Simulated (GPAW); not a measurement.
# NaCl (Fm-3m): G0W0 with GPAW, start to end, part 2 of 2

Wanted: ground state, empty states, screening and self-energy for NaCl (Fm-3m).

GPAW 26.7.0; PBE and many-body steps on it, plane waves. Known limits of the many-body steps: not at the basis limit.

So far. Step 3 (Bands along the symmetry lines): The gap is 5.159 eV, as in the run before at this level. Step 4 (Empty states on the mesh, 6×6×6 mesh, 243 bands): On this mesh the gap is 5.159 eV.

The database entry behind the starting cell differs from later determinations by our own check (an axis about 0.4 % short against later determinations), so it need not match the best structure at ambient conditions.

**5. Screening and self-energy, 6×6×6 mesh, 233 bands, screening to 175 eV**

G0W0 replaces the xc potential by the self-energy, built once from these orbitals. Only a window of levels is corrected, while the sums run over the empty bands that the input names.

This step: G0W0 on PBE, plane waves, PAW.

Input file run.py:

```python
import json
import numpy as np
from gpaw.mpi import world
from gpaw.response.g0w0 import G0W0

gw = G0W0('full.gpw',
    filename='gw',
    kpts=[0],
    bands=(5, 9),
    ecut=175,
    nbands=233,
    integrate_gamma='WS',
    ppa=True)
gw.calculate()
res = {mode: {k: v for k, v in r.items() if k != 'sigma_eskwn'}
       for mode, r in gw.all_results.items()}

if world.rank == 0:
    with open('result.json', 'w') as f:
        json.dump(res, f, default=lambda x: x.tolist())
```

Run with:

```sh
> mpirun -n 4 gpaw python run.py
```

Numbers of over 12 decimals in the logs are rounded to 6 here.

Log:

```text
Using integrator: PointIntegrator
FrequencyGridDescriptor(from 0.000+0.000j to 0.000+27.211j eV, 2 points)
Nonperiodic BCs:  [False False False]
Using integrator: PointIntegrator
FrequencyGridDescriptor(from 0.000+0.000j to 0.000+27.211j eV, 2 points)
Nonperiodic BCs:  [False False False]
  ___  _ _ _
 |   || | | |
 | | || | | |
 |__ ||_____|
 |___|

BZ k-points: Symmetries present (total): 48

  [... matrices ...]
216 k-points: 6 x 6 x 6 Monkhorst-Pack grid + [1/12,1/12,1/12]
16 k-points in the irreducible part of the Brillouin zone
       k-points in crystal coordinates                weights
   0:     0.00000000    0.00000000    0.00000000          1/216
   1:     0.16666667    0.16666667    0.00000000          6/216
   2:     0.16666667    0.16666667    0.16666667          8/216
   3:     0.33333333    0.16666667    0.16666667         12/216
   4:     0.33333333    0.33333333   -0.33333333         12/216
   5:     0.33333333    0.33333333    0.00000000          6/216
   6:     0.33333333    0.33333333    0.16666667         24/216
   7:     0.33333333    0.33333333    0.33333333          8/216
   8:     0.50000000    0.33333333   -0.33333333         24/216
   9:     0.50000000    0.33333333   -0.16666667         12/216
          ...
  15:     0.50000000    0.50000000    0.50000000          4/216

Distributing spins, k-points and bands (1 x 1 x 4) over 4 processes
Number of blocks: 1

Quasi particle states:
k-points (IBZ indices): [0]
Band range: (5, 9)
  [... matrices ...]
Computational parameters:
Plane wave cut-off: 175 eV
Number of bands: 233
Coulomb cutoff: None
Broadening: 0.1 eV

fxc modes: GW
Kernel: RPA
Using Godby-Needs plasmon-pole approximation:
  Fitting energy: i*E0, E0 = 1.000 Hartree
Summing all q:

Calculating screened Coulomb potential
No Coulomb truncation
FrequencyGridDescriptor(from 0.000+0.000j to 0.000+27.211j eV, 2 points)
Removing empty qpoint cache files...

Calculating chi0 body with:
    Ground state adapter containing:
    Number of spins: 1
    Number of kpoints: 216
    Number of irreducible kpoints: 16
    Number of completely occupied states: 7
    Number of partially occupied states: 7
    Occupied states memory: 0.8544921875 M / cpu

    Linear response parametrization:
    q_c: [1.3877787807814457e-17, 1.3877787807814457e-17, 1.3877787807814457e-17]
    Number of frequency points: 2
    Planewave cutoff: 175.0
    Number of bands: 233
    Number of planewaves: 259
    Broadening (eta): 1e-06
    comm.size: 4
    kncomm.size: 4
    blockcomm.size: 1

    Memory estimate of potentially large arrays:
        chi0_wGG: 2.047150 M / cpu
Integrating chi0 body.

Symmetries of q_c:
    Direct symmetries (Uq -> q): 48
    Indirect symmetries (TUq -> q): 0
In total 48 allowed symmetries.

  [... matrices ...]
16 groups of equivalent kpoints. 92.592593% reduction.

Integral kind: response function
Integrating chi0 head and wings.

Symmetries of q_c:
    Direct symmetries (Uq -> q): 48
    Indirect symmetries (TUq -> q): 0
In total 48 allowed symmetries.

  [... matrices ...]
16 groups of equivalent kpoints. 92.592593% reduction.

Integral kind: response function wings

Calculating chi0 body with:
    Ground state adapter containing:
    Number of spins: 1
    Number of kpoints: 216
    Number of irreducible kpoints: 16
    Number of completely occupied states: 7
    Number of partially occupied states: 7
[... the further q-points ...]

Results:
f:      Occupation numbers
eps:     KS-eigenvalues [eV]
vxc:     KS vxc [eV]
exx:     Exact exchange [eV]
sigma:   Self-energies [eV]
dsigma:  Self-energy derivatives
Z:       Renormalization factors
qp:      QP-energies [eV]

k-point 0 (0): (0.000, 0.000, 0.000)                GW
band       f     eps     vxc     exx   sigma  dsigma       Z      qp
                                                                   GW
   5   1.000  -0.462 -16.808 -21.118   1.767  -0.227   0.815  -2.534
   6   1.000  -0.462 -16.808 -21.118   1.767  -0.227   0.815  -2.534
   7   0.000   4.697  -9.282  -5.316  -3.069  -0.152   0.868   5.475
   8   0.000  10.591  -8.493  -3.714  -3.351  -0.158   0.863  11.824
```

Run time: 92 s. Hardware: 4 MPI ranks of AMD EPYC 9R45, shared host; peak memory 1.2 GiB.

Numbers from this step:

| Quantity | Value |
| --- | --- |
| G0W0 gap on the points computed | 8.009 eV |
| least direct G0W0 gap on the computed points | 8.009 eV |
| Z at the valence top | 0.8147 |
| Z at the conduction bottom | 0.8681 |
| starting gap on the mesh | 5.159 eV |
| k of the valence top | 0, 0, 0 |
| k of the conduction bottom | 0, 0, 0 |

The gap on the mesh goes from 5.16 eV to 8.01 eV, a correction of +2.85 eV.

Limits: finite bands, cutoff and mesh. v1 is the top filled band, c1 the lowest empty one. The levels before and after the correction (eV, zero at the valence-band top of each column):

```tsv
	conduction bottom	valence top
Kohn-Sham	5.16	0.00
G0W0	8.01	0.00
```

```tsv
	level	energy (eV)
Kohn-Sham	Γ v2-v1	0.000
Kohn-Sham	Γ c1	5.159
Kohn-Sham	Γ c2	11.053
G0W0	Γ v2-v1	0.000
G0W0	Γ c1	8.009
G0W0	Γ c2	14.357
```

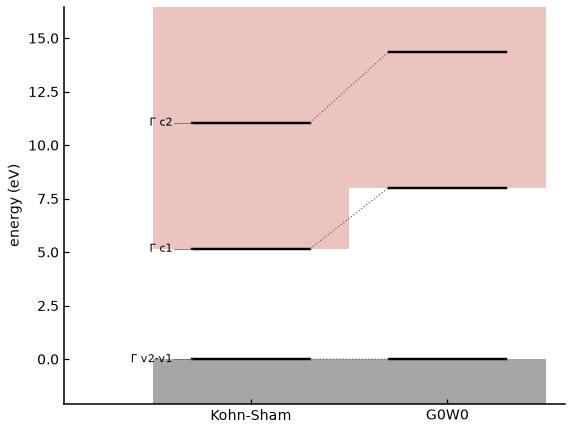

Levels before and after the correction. Shaded: valence and conduction bands.

**6. Where the time went**

Times are wall times on 4 MPI ranks of AMD EPYC 9R45, shared host, good to a factor of about two.

```tsv
step	time	share	memory (GiB)
ground state	3.2 s	3 %	0.58
bands along the symmetry lines	3.3 s	3 %	0.55
empty states on the mesh	4.5 s	4 %	1.0
screening and self-energy	92 s	89 %	1.2
```

**7. Results**

* PBE gap: 5.16 eV, direct
* G0W0 gap on the mesh: 8.01 eV
* GW settings: 6×6×6 mesh, 233 bands, screening to 175 eV, Godby-Needs plasmon pole
* known limits: not at the basis limit

**Reading.** G0W0 moves the gap on the mesh from 5.16 eV to 8.01 eV (+2.85 eV), with Z of 0.81 and 0.87 at the edges. Only 1 of the mesh's irreducible points was corrected, so a valley elsewhere could overtake. The dearest step here is «screening and self-energy». Bands and cutoff are finite, so the gap is not at the basis limit. The miss can reach some tenths of an eV and take either sign; the mesh is an error of its own. These stock PAW sets were not made for GW. In the G0W0 run levels were corrected at 1 k point alone, so a gap called «on the mesh» is the least over those, and an edge elsewhere would be missed.

[Paths, hosts, dates, memory and timing lines, banners, echoed tables and standing remarks are left out of the program output.]

[Logs are printed without paths, hosts, clocks, repeated set-up lines and the standing remarks that a program may print on its own settings, such as how far it seeks lower states.]

[Runs of the session that timed out or met a known fault of the program may be left out.]

[Hosts, paths, dates, database ids (printed as entryN), source tags and the programs' standing remarks are cut or masked in the printed files.]
